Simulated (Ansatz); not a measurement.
The parent structure is CdTe in the zinc blende structure (space group F-43m, No. 216; a = 6.490 Å).

One thing is altered: every Cd is replaced by Mg; the structure is relaxed again.

Method: PBEsol (Ansatz, a quantum-chemistry and plane-wave program; PAW; 420 eV plane waves; spin-orbit coupling left out), earlier PAW set.

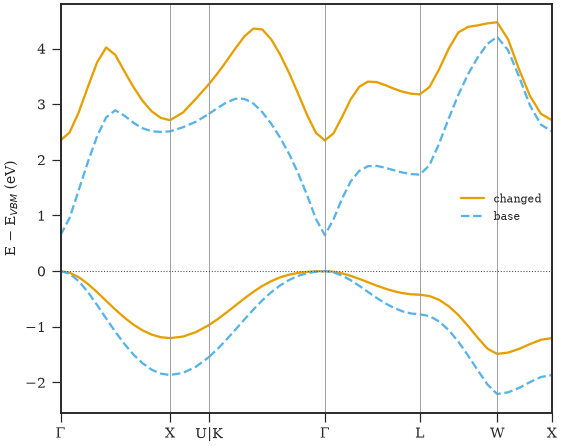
Fig. 1. Highest valence and lowest conduction band along the path, each from its own valence-band maximum

Task: Read the changed gap and its character from the plot.

Result: About 2.3 eV, direct at Γ.

Spin-orbit coupling, missing from the scalar runs, can matter with Te. Whether these cells are dynamically stable was not tested.
